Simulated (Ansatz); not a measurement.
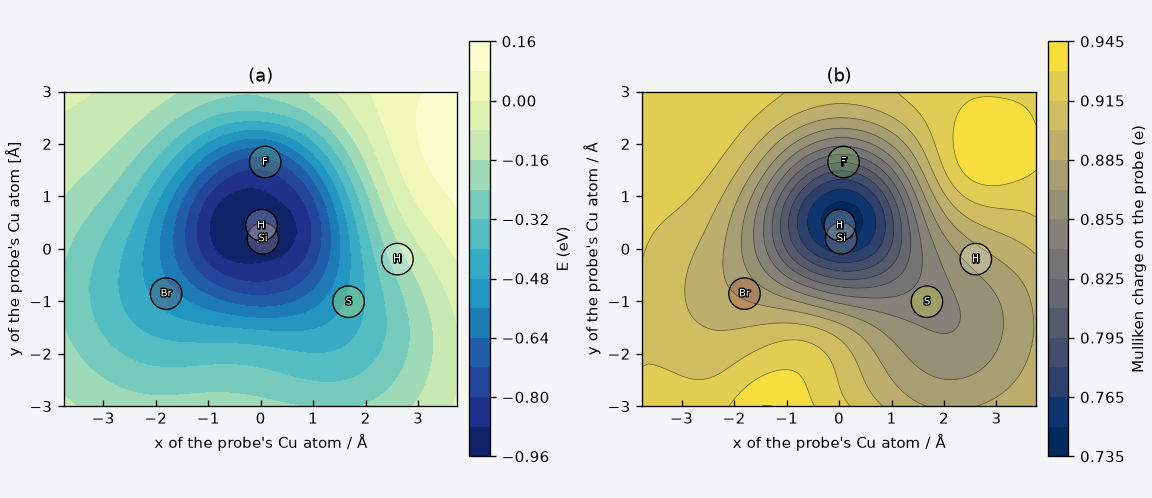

BrFH₂SSi (SMILES F[SiH](S)Br) with the probe Cu+. 
- The probe is moved over a plane parallel to the molecule's main plane, 3.65 Å above it.
- The first coordinate is: x of the probe's Cu atom; the second: y of the probe's Cu atom.
- Nothing is relaxed (molecule and probe rigid).
- The scan uses an 11 × 9 grid.
- Energies: eV, counted from molecule and probe far apart, each relaxed in its own basis (no counterpoise correction).
- Computed with RKS B3LYP-D4/def2-SVP (Ansatz).

Panel (a) is the energy; panel (b) is the computed Mulliken charge on the probe, in e.

In the figure: filled contours, labelled circles for the molecule's atoms, projected on the plane. Between grid points the surface is interpolated.

How does the Mulliken charge on the probe vary over the map, and what is it at the lowest grid point?

Leaving out the highest fifth of the energies, it runs from 0.74 e at x of the probe's Cu atom = 0.00 Å, y of the probe's Cu atom = 0.75 Å [nearest 1 H at 1.72 Å] to 0.94 e at x of the probe's Cu atom = −1.50 Å, y of the probe's Cu atom = −3.00 Å. At the lowest grid point, x of the probe's Cu atom = 0.00 Å, y of the probe's Cu atom = 0.00 Å [nearest 1 H at 1.76 Å], it is 0.76 e.
